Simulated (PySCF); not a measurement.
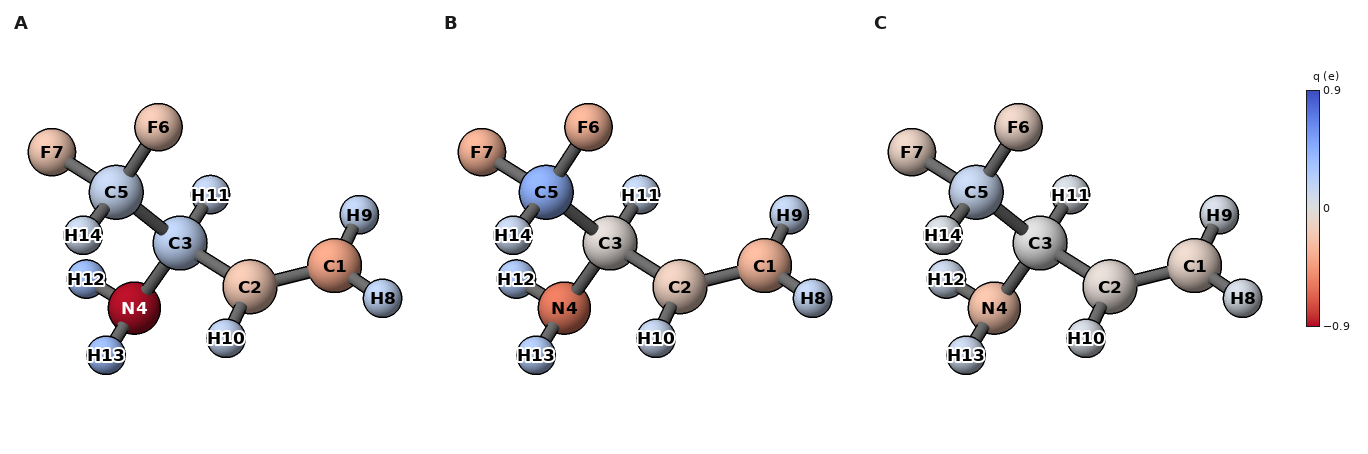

Atomic charges of one calculation by 3 schemes, on one colour scale. The geometry was computed by an optimisation with GFN2-xTB. No frequency run is at hand to confirm it as a minimum. Computed with PBE0/pcSseg-1 (PySCF 2.14.0).

Question: The schemes are ESP-fitted, Hirshfeld, IAO. Which panel shows which?

Answer: A ESP-fitted, B IAO, C Hirshfeld.

List the charges (e), one line for each set of equivalent atoms.

| atom | ESP-fitted | IAO | Hirshfeld |
| --- | --- | --- | --- |
| C1 | −0.37 | −0.29 | −0.09 |
| C2 | −0.20 | −0.14 | −0.05 |
| C3 | 0.19 | −0.03 | 0.00 |
| N4 | −0.88 | −0.57 | −0.24 |
| C5 | 0.15 | 0.43 | 0.14 |
| F6 | −0.19 | −0.30 | −0.11 |
| F7 | −0.19 | −0.31 | −0.11 |
| H8 | 0.18 | 0.16 | 0.05 |
| H9 | 0.17 | 0.15 | 0.05 |
| H10 | 0.17 | 0.14 | 0.04 |
| H11 | 0.16 | 0.15 | 0.05 |
| H12 | 0.35 | 0.25 | 0.11 |
| H13 | 0.35 | 0.24 | 0.11 |
| H14 | 0.12 | 0.13 | 0.04 |
